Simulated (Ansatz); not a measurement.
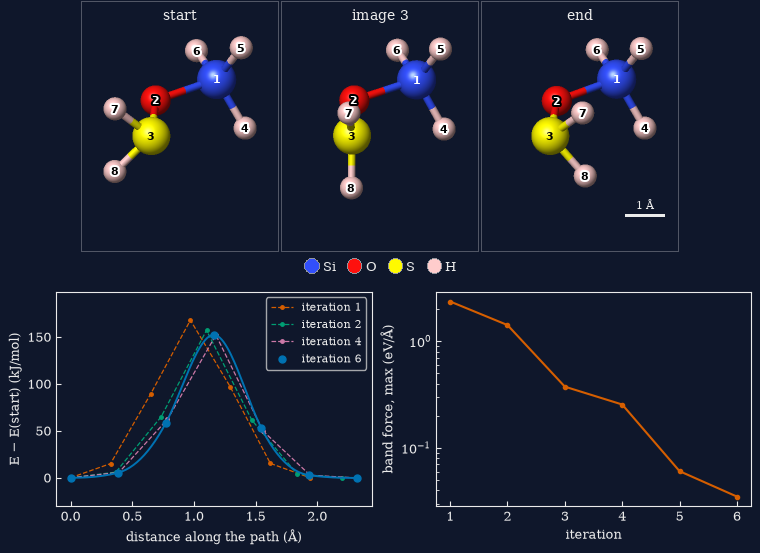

NEB run on SiH5SO (charge +1). Images are numbered from 0 (start) to 6 (end). The plot follows the band through its iterations. A ball-and-stick model, seen from a free direction.

These are results of RKS PBE-D4/def2-SVPD (Ansatz 0.2.0), not measurements. Settings: 5 movable images; climbing image; force threshold 0.05 eV/Å; iteration limit 60; starting path by image-dependent pair potential.

Question: How did the profile develop, and is the result final?

Answer: The result is final at these settings. The band converged in 6 iterations. The largest component of the band force went from 2.4 to 0.035 eV/Å. The climbing image converged on the top of the path. Its vibrational analysis gives one imaginary mode (1103i cm⁻¹), as a transition state must have. The first iteration put the highest image at 167.9 kJ/mol. The two ends have nearly the same energy, and the highest point, image 3, lies 152.2 kJ/mol above the start.

Cost: 58 s on 2 threads of Arm Neoverse V1, with other jobs on the host, peak memory 0.14 GiB.
